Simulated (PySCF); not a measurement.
# TeH₆: one geometry, several methods

Aim: at the PBE0 minimum of singlet TeH₆, found before, compare methods on energies and levels.

Program: PySCF 2.14.0. Level of theory: several methods, basis Te def2-TZVP with ECP28, H def2-TZVP, scalar-relativistic core potentials, no spin–orbit coupling, density fitting. These are calculated values, not measurements.

### 1 Where the work starts

7 atoms, charge 0, spin multiplicity 1.

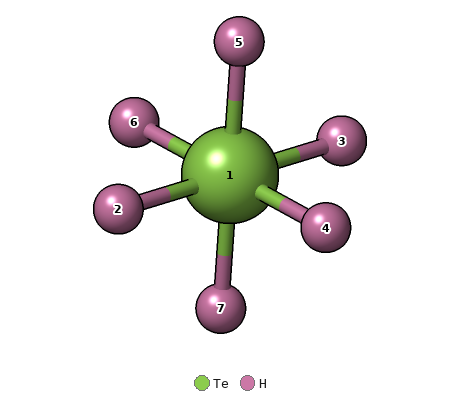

The starting geometry (tellurium green, hydrogen pink); atoms are numbered from 1 in the order of the file.

Coordinates in bohr (charge 0 multiplicity 1):
```
Te    0.0000    0.0000    0.0000
H     0.0000    0.0000    3.2755
H     0.0000    0.0000   -3.2755
H     3.2755    0.0000    0.0000
H     0.0000    3.2755    0.0000
H    -3.2755    0.0000    0.0000
H     0.0000   -3.2755    0.0000
```

### 2 PBE0

The steps are one call of a driver around PySCF; scf.py gives each level's set-up. Each SCF starts from the density of the minimum. The driver also runs the species with one electron less or more at the same geometry (cation multiplicity 2, anion multiplicity 2); their logs are not shown.

Input file scf.py:

```python
from pyscf import gto, scf, dft
mol = gto.M(atom='''
Te    -0.000000    -0.000000     0.000000
H     -0.000000     0.000000     1.733306
H      0.000000    -0.000000    -1.733306
H      1.733306    -0.000000     0.000000
H      0.000000     1.733306    -0.000000
H     -1.733306     0.000000    -0.000000
H     -0.000000    -1.733306     0.000000''',
    basis={'Te': 'def2-TZVP', 'H': 'def2-TZVP'},
    ecp={'Te': 'def2-TZVP'},
    charge=0, spin=0)
mf = dft.RKS(mol, xc='PBE0')
mf.grids.atom_grid = (75, 302)
aux = {'Te': 'def2-universal-JKFIT', 'H': 'def2-universal-JKFIT'}
mf = mf.density_fit(auxbasis=aux)
mf.kernel()
```

### 3 HF

Edit scf.py of step 2 so:

```diff
@@ -13,2 +13 @@
-mf = dft.RKS(mol, xc='PBE0')
-mf.grids.atom_grid = (75, 302)
+mf = scf.RHF(mol)
```

### 4 MP2

Edit scf.py of step 3 so:

```diff
@@ -16,0 +17,2 @@
+from pyscf.mp import dfmp2
+dfmp2.DFMP2(mf, frozen=4).kernel()  # the driver gives MP2 a fitting basis of its own (RI)
```

### 5 PBE

Edit scf.py of step 4 so:

```diff
@@ -13 +13,2 @@
-mf = scf.RHF(mol)
+mf = dft.RKS(mol, xc='PBE')
+mf.grids.atom_grid = (75, 302)
@@ -17,2 +17,0 @@
-from pyscf.mp import dfmp2
-dfmp2.DFMP2(mf, frozen=4).kernel()  # the driver gives MP2 a fitting basis of its own (RI)
```

(Steps that only read results are left out.)

**Question.** What will these runs give? Wanted: atomisation energy, range; vertical ionisation energy, range; vertical electron affinity; gap, range.

**Answer**, as computed:

```
                         quantity                          value
        atomisation energy, range  614 (HF) to 1075 (PBE) kJ/mol
vertical ionisation energy, range    8.76 (HF) to 9.26 (PBE0) eV
       vertical electron affinity         negative in this basis
                       gap, range    3.61 (PBE) to 11.30 (HF) eV
```

What this shows: The atomisation energy spreads over 461 kJ/mol, from HF to PBE; without a CCSD(T) value for it there is no yardstick here. A negative electron affinity reflects the basis more than the molecule, so no ranking is made on it; without diffuse functions even a bound anion can come out this way.  Spin–orbit coupling is left out.
